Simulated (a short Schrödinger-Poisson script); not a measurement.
Structure: symmetric double-gate stack, HfO2 on p-type In0.53Ga0.47As, at 300 K.

```tsv
layer	material	thickness (nm)	Na (cm⁻³)
1	HfO2	13	-
2	In0.53Ga0.47As	20	1e16
3	HfO2	13	-
```

Constants are typed, rounded textbook-type inputs, not results; the design itself was drawn at random and stands for no fabricated device. HfO2: permittivity 22, conduction-band edge (eV) 2.01, gap (eV) 5.7, electron mass (mₑ) 0.2. In0.53Ga0.47As: permittivity 13.9, conduction-band edge (eV) 0, gap (eV) 0.74, Nv at 300 K (cm⁻³) 7.7e18.

Channel valleys (confinement mass, in-plane density-of-states mass, number): Γ 0.041, 0.041, 1. At the gates, both at one voltage, the conduction-band edge of layer 1 lies 2.19 eV − eVg above the Fermi level of the channel. Gaps are held at their typed values at every temperature. Mesh 0.03 nm at interfaces.

From a short Schrödinger-Poisson script (our own, NumPy): 1D Poisson equation in equilibrium, electrons quantum, Hartree (BenDaniel-Duke, 12 states a valley, the channel's in-plane mass for all, wave functions ending at the dielectric), parabolic valleys, classical holes, full ionisation, no traps, pinning or gate leakage.

Only gate voltages with over 1e8 electrons/cm² are shown.

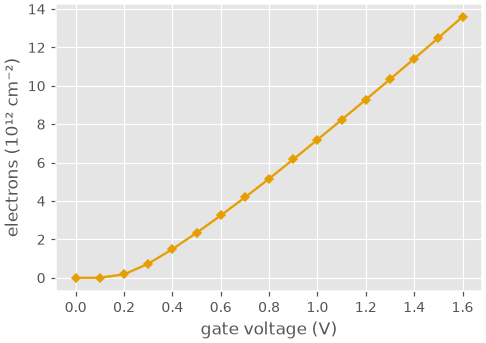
Fig. 1. Sheet density against gate voltage

```csv
Vg (V),electrons (cm⁻²),C (μF/cm²),Γ E0 (meV),Γ E1 (meV)
0,1.73e8,< 0.003,204.6,273.3
0.1,8.01e9,0.0488,105.3,173.9
0.2,1.78e11,0.619,20.8,88.1
0.3,7.35e11,1.09,-29.5,33.8
0.4,1.49e12,1.31,-63.9,-5.3
0.5,2.34e12,1.41,-91.7,-37.6
0.6,3.25e12,1.48,-116.7,-66.8
0.7,4.19e12,1.54,-139.8,-93.9
0.8,5.16e12,1.59,-161.3,-119.2
0.9,6.17e12,1.63,-181.4,-143.0
1,7.19e12,1.65,-200.7,-165.9
1.1,8.23e12,1.67,-219.8,-188.3
1.2,9.28e12,1.69,-238.9,-210.5
1.3,1.03e13,1.71,-257.9,-232.3
1.4,1.14e13,1.73,-276.7,-253.8
1.5,1.25e13,1.75,-295.1,-274.7
1.6,1.36e13,1.77,-313.1,-294.9
```

Subbands count from the Fermi level. The capacitance is that of both gates.

Above a few 1e12 electrons/cm² a light Γ valley is non-parabolic and upper valleys begin to fill, which the model leaves out.
